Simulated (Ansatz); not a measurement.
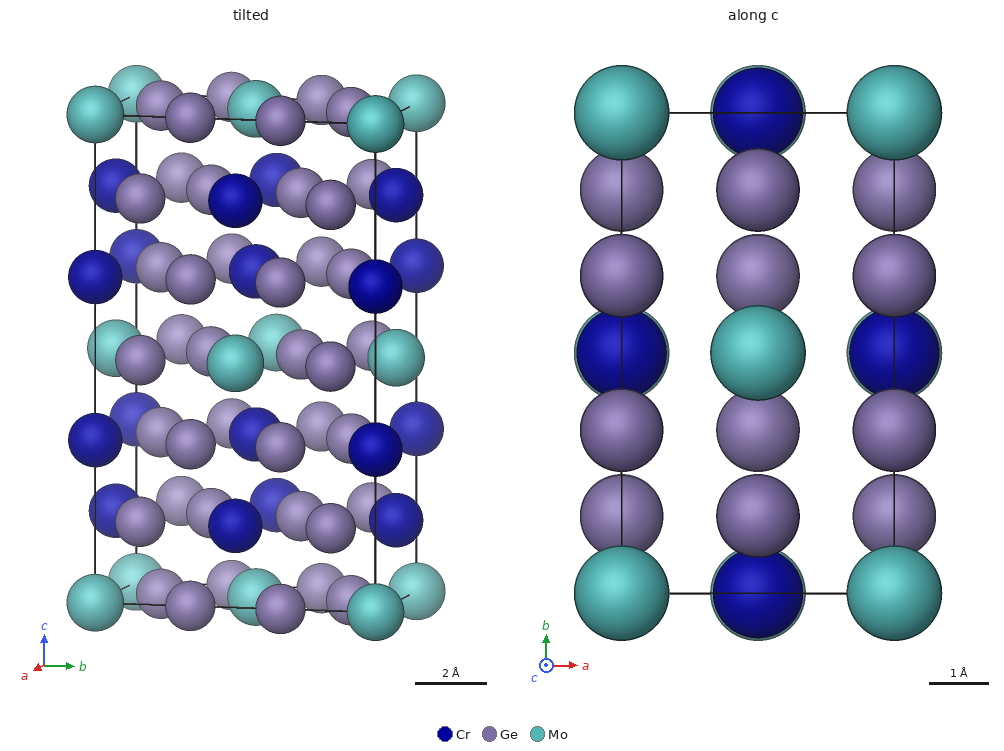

Structure drawing (spheres-only), viewed slightly off an axis and along the c axis. The conventional unit cell is drawn as a box.

Cr$_{2}$Ge$_{6}$Mo, space group Fmmm (No. 69), a = 4.629 Å, b = 8.153 Å, c = 13.871 Å, α = 90.00°, β = 90.00°, γ = 90.00°. The starting point was a structure type filled with these elements by a generator (whether the compound takes this form wasn't checked). Earlier steps of the study, as a rule a relaxation of our own, may have changed the cell and positions, so they can lie some per cent off the listed ones. It was run through Ansatz as a DFT input.

This one geometry was computed with Ansatz (DFT, plane waves, PAW) at three levels of theory: PBE, r2SCAN and LDA.

**Which level gives the highest pressure at this volume, and what does that say about its equilibrium volume?**

Highest: PBE (0.0 GPa), which points to the largest equilibrium volume. Lowest, with the smallest volume: LDA (-9.6 GPa). Levels within 0.5 GPa of each other can't be told apart.

**How does the band gap change with the level of theory?**

All levels give a metal.

**Collect the results in a table.**

| level | cutoff (eV) | k-mesh of the run's cell | gap (eV) | pressure (GPa) |
| --- | --- | --- | --- | --- |
| PBE | 420 | 10×10×10 | metal | 0.0 |
| r2SCAN | 500 | 10×10×10 | metal | -4.2 |
| LDA | 420 | 10×10×10 | metal | -9.6 |

Gaps are taken on the k-mesh or band path of each run.
